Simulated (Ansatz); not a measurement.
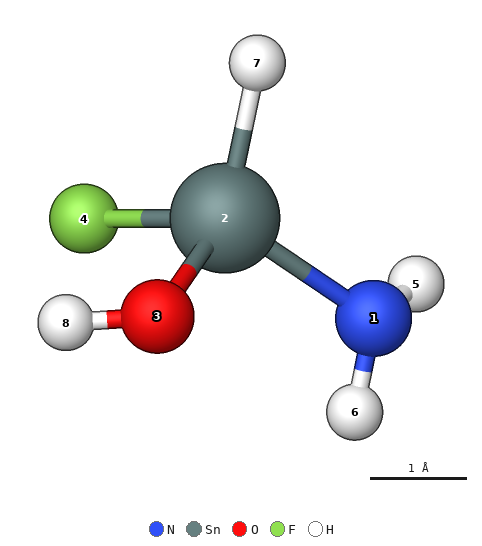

Figure 1. The input geometry (ball-and-stick view, seen at a tilt; atoms are numbered from 1 in the order of the input). Sticks mark near contacts. Bond lengths as drawn: F–Sn 1.93 Å, H–N 1.01 Å, H–O 0.96 Å, H–Sn 1.69 Å, N–Sn 1.99 Å and O–Sn 1.95 Å.

Run report: SnNH$_{4}$OF, single-point calculation

SnNH$_{4}$OF, SMILES [NH2][SnH]([OH])[F], computed with RKS PBE0-D4/def2-TZVPP (Ansatz 0.2.0).

The geometry comes from this level: PBE0-D4/def2-TZVP.

Log
```
Functional definition: PBE0
  name "PBE0"
  cite "Adamo & Barone, J. Chem. Phys. 110, 6158 (1999) doi:10.1063/1.478522"
  cite "Perdew, Burke & Ernzerhof, Phys. Rev. Lett. 77, 3865 (1996) doi:10.1103/PhysRevLett.77.3865"
  parent pbe
  parameter a = 0.25
  parameter kappa = 0.804
  parameter beta = 0.06672455060314922
  exchange = (1 - a)*pbe_x(kappa = kappa, mu = beta*pi^2/3) + a*exact_x
  correlation = pbe_c(beta = beta)
1159 factors; their error is unknown
mean field evaluation 1: about -12135.6971 eV, gradient 8.7e1 eV
mean field evaluation 2: about -12106.1124 eV, gradient 1.5e2 eV
mean field evaluation 4: about -12148.3123 eV, gradient 1.1e1 eV
mean field evaluation 8: about -12148.5881 eV, gradient 3.1e-1 eV
mean field evaluation 16: about -12148.5882 eV, gradient 5.0e-5 eV
mean field -12148.58816276 eV, -446.4523803728 hartree, gradient 5.0e-5 eV, S^2 0.000000; 0 other end points of the search recorded, 0 dependent functions left out
reference -12148.58819919 eV, -446.4523817113 hartree; 25, 25 occupied and 174, 174 virtual orbitals, 1159 factors
Total energy: -12148.70536517 eV, -446.4566874816 hartree
```

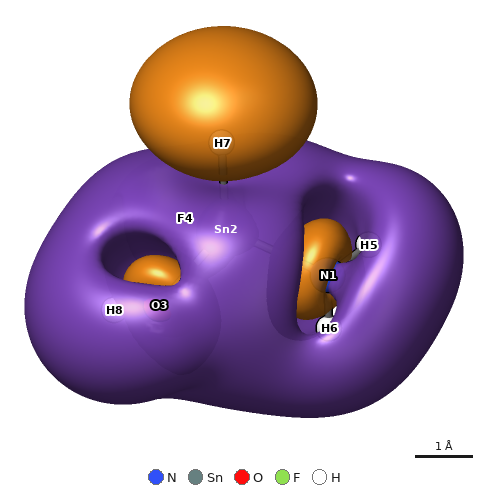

Figure 2. The LUMO at ±0.04 Å⁻³ᐟ² (orange and purple are the two phases), seen face on. By Hirshfeld shares it lies mainly on Sn2 (40 %), H7 (15 %), N1 (10 %), O3 (10 %) and F4 (10 %). Its energy is −0.80 eV.

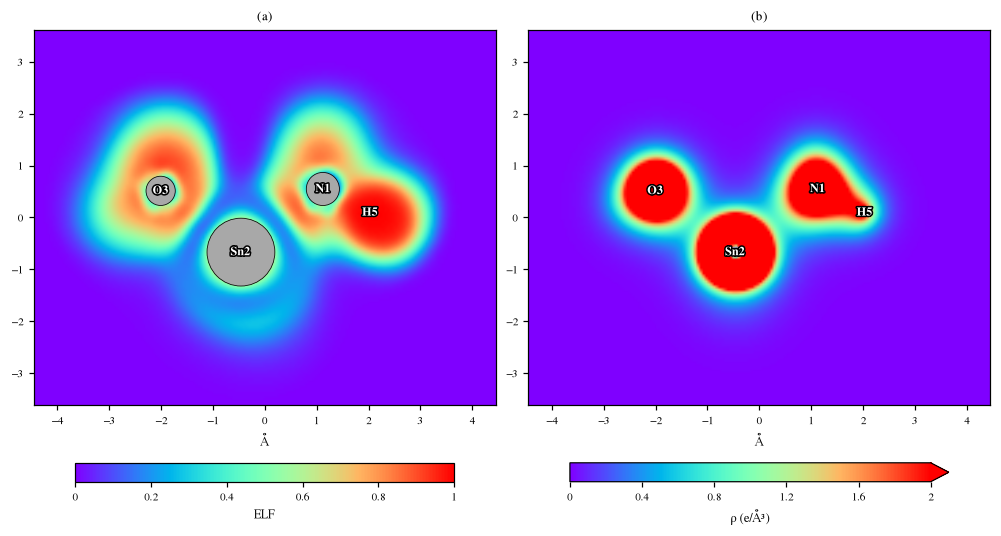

Figure 3. (a) ELF; (b) electron density on the plane of atoms N1, Sn2 and O3. Grey discs, where drawn, cover atomic cores. The section cuts through N, Sn, O and H sites. Sn–O (1.95 Å): ρ is about 0.87 e/Å³ halfway; the ELF peaks at about 0.85 in the valence shell of O, 0.6 Å from its nucleus, and drops to about 0.15 between the two atoms. Sn–N (1.99 Å): ρ at the midpoint is about 0.87 e/Å³; the ELF peaks at about 0.85 in the valence shell of N, 0.6 Å from its nucleus, and drops to about 0.20 between the two atoms.

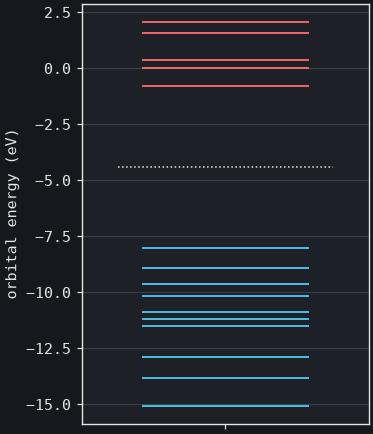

Figure 4. Orbital energies near the frontier; the dotted line parts filled from empty levels, and levels within 0.02 eV of each other stand side by side. Highest filled −8.05 eV, lowest empty −0.80 eV, 7.25 eV apart.

This output came from the following input.

The input
```yaml
crystal:
  periodic: [false, false, false]
  atoms:
    - {symbol: N, position_ang: [-0.667236, 1.410874, 0.046466]}
    - {symbol: Sn, position_ang: [0.303887, -0.292733, 0.396712]}
    - {symbol: O, position_ang: [1.329978, -0.630605, -1.220954]}
    - {symbol: F, position_ang: [-0.878381, -1.817201, 0.462193]}
    - {symbol: H, position_ang: [-1.316262, 1.697403, 0.766445]}
    - {symbol: H, position_ang: [-1.137182, 1.435158, -0.848771]}
    - {symbol: H, position_ang: [1.187829, -0.311908, 1.841854]}
    - {symbol: H, position_ang: [1.269368, -1.548188, -1.499845]}
basis:
  gaussian: {orbitals: def2-TZVPP}
hamiltonian: {xc: pbe0, dispersion: d4}
output: {orbitals: {seedname: orbitals}}
```

Run as:
```bash
ansatz run in.yaml --threads 2 --pin off --events-out ev --progress --plain --max-ram 4352MiB
```

Key numbers

```tsv
quantity	value
outcome	converged
total energy	−12148.7054 eV
mean-field energy	−12148.5882 eV
dispersion energy	−0.1172 eV
SCF solution under orbital rotations	stable
HOMO	−8.05 eV
LUMO	−0.80 eV
hardware	2 threads of Arm Neoverse V2, 23 GiB of memory available, shared host
wall time	2.9 s (CPU time 5.6 s)
peak memory	0.39 GiB
```
